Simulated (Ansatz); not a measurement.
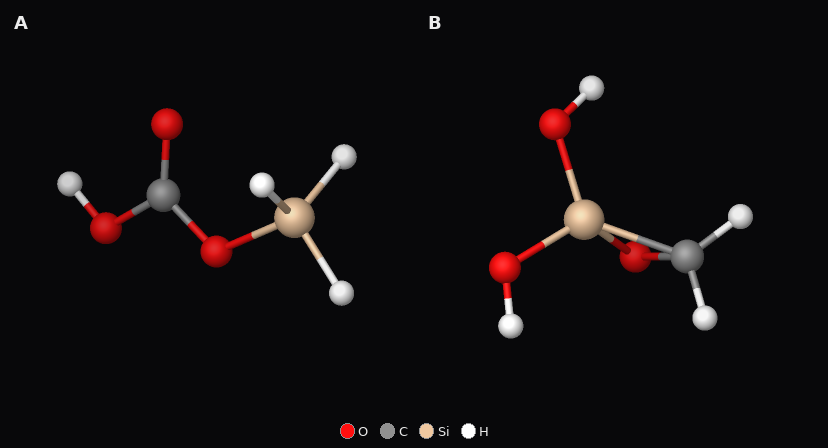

2 stationary structures of one formula. Geometries: PBE-D4/def2-SVP. Electronic energies: PBE-D4/def2-SVP (Ansatz 0.2.0), without zero-point energy. No frequency run is at hand to confirm each as a minimum.

How are they related?

Answer. They are constitutional isomers of CH4O3Si: A `O=C(O)O[SiH3]`, B `O[Si]1(O)CO1`.

Rank them by energy, lowest first.

Answer. B is lowest; A lies 0.112 eV above it.
